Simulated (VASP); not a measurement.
Band structure of SiO$_{2}$ (rutile). Calculation: PW91 GGA, VASP's PBE PAW potentials (set 64) (plane waves; VASP).

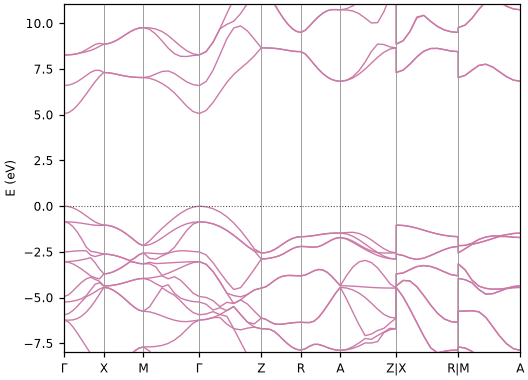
Fig. 1. Bands along high-symmetry lines, zero at the valence-band maximum or, without a gap, the Fermi level

Question: Read the plot: is there a gap, and where are the band edges?

Answer: The gap is direct, 5.07 eV, from the valence maximum at Γ to the conduction minimum at Γ. (Edges off the drawn lines would not show.)

The compound is SiO2 in the rutile structure, stishovite, a high-pressure form. It was relaxed first.
